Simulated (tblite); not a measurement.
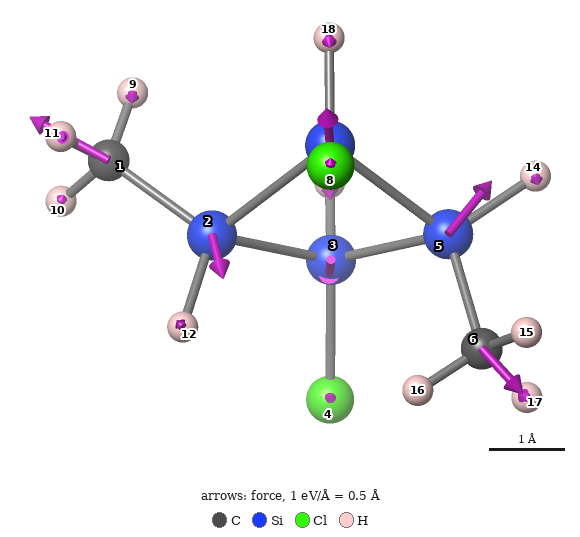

Starting geometry of C2H10Cl2Si4 with the computed forces as purple arrows. Style: ball-and-stick. Shown from a free direction.

These are results of GFN2-xTB geometry optimisation, gas phase (tblite 0.8.0), not measurements. 

Question: What follows when this structure is relaxed?

Answer: It isn't relaxed: the largest force vector, on a C atom, is 2.52 eV/Å. The final displacements have little in common with the starting forces (cosine between the two patterns 0.03). The largest moves after the best rigid fit, 1.39 Å, are those of H atoms. By element the largest moves are H 1.39 Å, Cl 1.29 Å, C 0.75 Å, Si 0.67 Å. Near-neighbour distances that change, for instance: Si–Si 2.269 → 2.383 Å, C–Si 1.813 → 1.906 Å, C–Si 1.833 → 1.905 Å, H–Si 1.502 → 1.469 Å. Among the angles between lasting bonds that change: Cl–Si–H 111.1° → 101.6°, C–Si–H 114.4° → 105.0°, Si–Si–H 113.1° → 121.1°. Groups turn about Si–Si by about 40°, Si–Si by about 40°, Si–Si by about 35°. After 117 geometry steps the energy has fallen by 68.9 kJ/mol. The run took 3.1 s on 1 thread of Arm Neoverse N1, on a shared host.
